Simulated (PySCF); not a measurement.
## Excited-state calculation, with input and output: C$_{4}$H$_{11}$Cl$_{3}$SiTi

The run: excited-state calculation of C$_{4}$H$_{11}$Cl$_{3}$SiTi (Ti(CH2SiMe3)Cl3). Method and program: TDDFT CAM-B3LYP/def2-SVPD, vertical, gas phase, core orbitals frozen in the response (PySCF 2.14.0).

The geometry comes from this level: PBE0-D3(BJ)/def2-SVP. It belongs to a series of runs on one base structure; here: one ligand: Cl to CH2SiMe3.

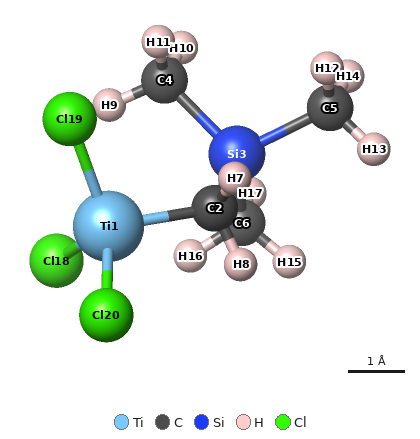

**Figure 1.** The input geometry (ball-and-stick view, seen at a tilt; atoms are numbered from 1 in the order of the input). Sticks mark near contacts. Bond lengths as drawn: Cl–Ti 2.18 Å, C–H 1.10 to 1.11 Å, C–Si 1.88 to 1.91 Å and C–Ti 1.98 Å.

Input
```
{"job": {"kind": "uv", "xc": "CAM-B3LYP", "basis": "def2-SVPD", "ip": false, "nstates": 15}, "charge": 0, "multiplicity": 1}
Ti    -1.239742    -1.091301    -2.144394
C     -0.567695    -1.286124    -0.295675
Si     0.276805     0.216957     0.517285
C     -0.496185     1.834941    -0.046270
C      0.032293     0.026523     2.373044
C      2.099187     0.164248     0.073977
H     -1.485550    -1.578715     0.251241
H      0.118786    -2.152961    -0.330491
H     -0.346881     2.006349    -1.123261
H     -0.033642     2.674059     0.497928
H     -1.578791     1.856059     0.151969
H     -1.039398     0.039397     2.627794
H      0.457069    -0.921964     2.736491
H      0.518336     0.851006     2.919184
H      2.592549    -0.714782     0.517155
H      2.235460     0.123230    -1.017328
H      2.613237     1.064904     0.445351
Cl     0.352924    -0.057496    -3.221571
Cl    -3.071729     0.063343    -1.920352
Cl    -1.574611    -3.103544    -2.912727
```

The first line tells a small driver script what to run in PySCF; the rest is the geometry in Å.

Run on 2 CPU threads, shared host.

Run as:
```bash
OMP_NUM_THREADS=2 python <driver script> task.json out
```

Output
```
coarse grid: 80728 points
cycle   1  E = -2677.8568811181  dE =  5.657e-01  |g| = 8.957e-01  |ddm| = 6.350e+00
cycle   2  E = -2673.0454751225  dE =  4.811e+00  |g| = 5.511e+00  |ddm| = 4.909e+00
cycle   3  E = -2678.0142500516  dE = -4.969e+00  |g| = 6.379e-01  |ddm| = 3.261e+00
cycle   4  E = -2678.1056615212  dE = -9.141e-02  |g| = 1.259e-01  |ddm| = 6.945e-01
cycle   5  E = -2678.1096895183  dE = -4.028e-03  |g| = 3.292e-02  |ddm| = 2.307e-01
cycle   6  E = -2678.1099980024  dE = -3.085e-04  |g| = 9.815e-03  |ddm| = 7.499e-02
cycle   7  E = -2678.1100351648  dE = -3.716e-05  |g| = 3.534e-03  |ddm| = 2.121e-02
cycle   8  E = -2678.1100417384  dE = -6.574e-06  |g| = 1.325e-03  |ddm| = 7.607e-03
final grid: 164344 points
cycle   9  E = -2678.1100013995  dE = -1.027e-06  |g| = 1.460e-03  |ddm| = 8.958e-03
cycle  10  E = -2678.1099998960  dE =  1.503e-06  |g| = 2.946e-03  |ddm| = 6.231e-03
cycle  11  E = -2678.1100021325  dE = -2.237e-06  |g| = 4.876e-04  |ddm| = 4.561e-03
cycle  12  E = -2678.1100022105  dE = -7.800e-08  |g| = 1.154e-04  |ddm| = 8.495e-04
cycle  13  E = -2678.1100022345  dE = -2.401e-08  |g| = 6.456e-05  |ddm| = 6.689e-04
cycle  14  E = -2678.1100022362  dE = -1.663e-09  |g| = 1.507e-05  |ddm| = 1.392e-04
cycle  15  E = -2678.1100022363  dE = -1.337e-10  |g| = 5.666e-06  |ddm| = 3.388e-05
```

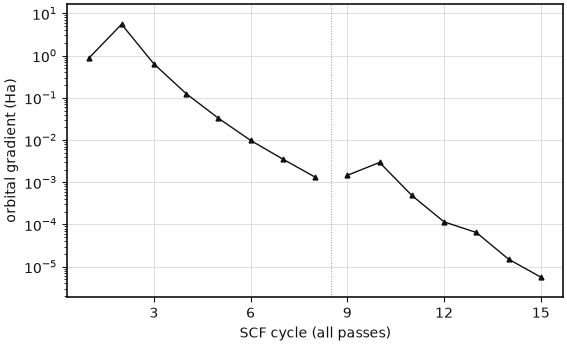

**Figure 2.** Convergence of the self-consistent field: orbital gradient against the SCF cycle. The dotted line marks the change from a coarse to the final integration grid. The first 8 cycles use a coarse grid, the final grid takes over at cycle 9, and the field converges after 15 cycles in all.

```
converged SCF energy = -2678.1100022363

Static polarisability (au): isotropic 153.212, principal 139.780 144.803 175.053

Singlet excitations
state   eV       nm        f      main configurations
  1   3.3665    368.3   0.00046   H->L 0.49, H->L+1 0.18, H-4->L 0.09
  2   3.3818    366.6   0.00248   H->L+1 0.49, H->L 0.19, H-4->L+1 0.09
  3   4.1129    301.5   0.00074   H->L+2 0.68, H-4->L+2 0.12
  4   4.1576    298.2   0.00421   H->L+3 0.69, H-4->L+3 0.12
  5   4.8433    256.0   0.00096   H-3->L 0.61, H-2->L 0.12
  6   4.8818    254.0   0.00189   H-3->L+1 0.70
  7   4.9801    249.0   0.00569   H-2->L+1 0.28, H-3->L 0.19, H-4->L+1 0.17
  8   5.0549    245.3   0.02028   H-2->L 0.28, H-2->L+1 0.18, H-3->L+1 0.14
  9   5.2293    237.1   0.01059   H-5->L+1 0.37, H-5->L 0.25
 10   5.2470    236.3   0.01239   H-5->L 0.41, H-5->L+1 0.29
 11   5.3773    230.6   0.00857   H-6->L 0.27, H-2->L+3 0.17, H-3->L+2 0.12
 12   5.4142    229.0   0.00178   H-2->L+2 0.30, H-4->L+2 0.19, H-7->L+1 0.10
 13   5.4356    228.1   0.00632   H-3->L+2 0.44, H-2->L+2 0.14
 14   5.4712    226.6   0.00463   H-3->L+3 0.61
 15   5.5700    222.6   0.00225   H-6->L 0.20, H-8->L 0.14, H-7->L+1 0.12

Triplet excitations (Tamm-Dancoff, eV): 2.9924 3.0080 3.7532 3.7824
```

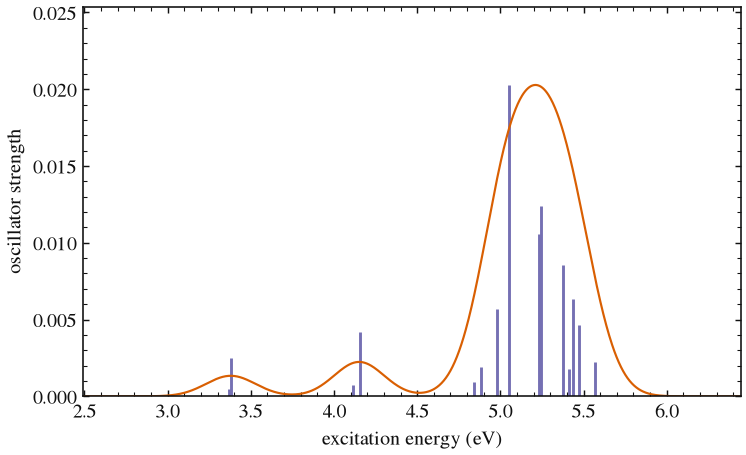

**Figure 3.** Computed excitations as sticks (degenerate states added up, dark ones marked on the axis), with a Gaussian envelope of 0.35 eV full width at half maximum, scaled to the tallest. Of the 15 states the lowest lies at 3.37 eV (f = 0.000); the strongest line is at 5.05 eV, or 245 nm (f = 0.020).

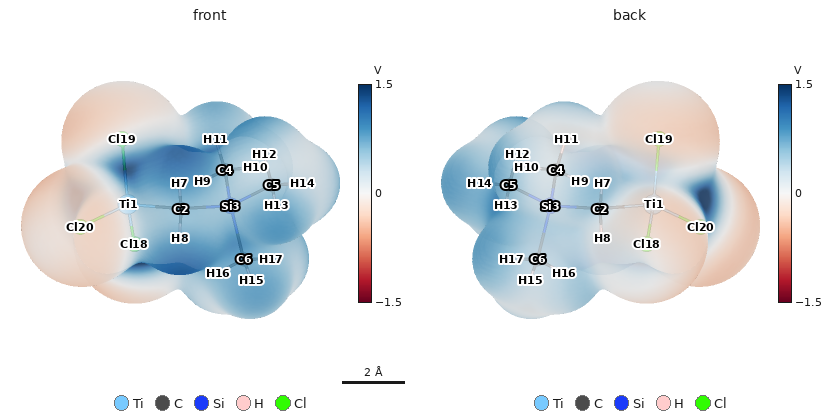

**Figure 4.** The molecular electrostatic potential painted on the density surface at 0.002 e/bohr³, seen face on and from behind; the colour scale runs from red (negative) to blue (positive). A positive charge is drawn to the negative regions and a negative charge to the positive ones. Its dipole moment is 2.77 D.

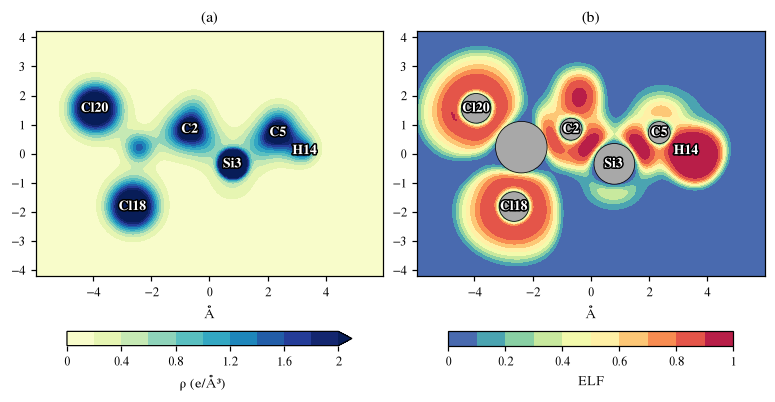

**Figure 5.** (a) total electron density; (b) electron localisation function on the plane of atoms Si3, C5 and H14. Grey discs, where drawn, cover atomic cores.

Results in brief

- outcome: converged
- total energy: −2678.110002 hartree
- HOMO: −9.71 eV
- LUMO: −1.99 eV
- dipole moment: 2.77 D
- mean polarisability: 153.21 a.u.
- lowest singlet excitation: 3.37 eV
- wall time: 100 s (CPU time 3.7 min)
- peak memory: 2.4 GiB
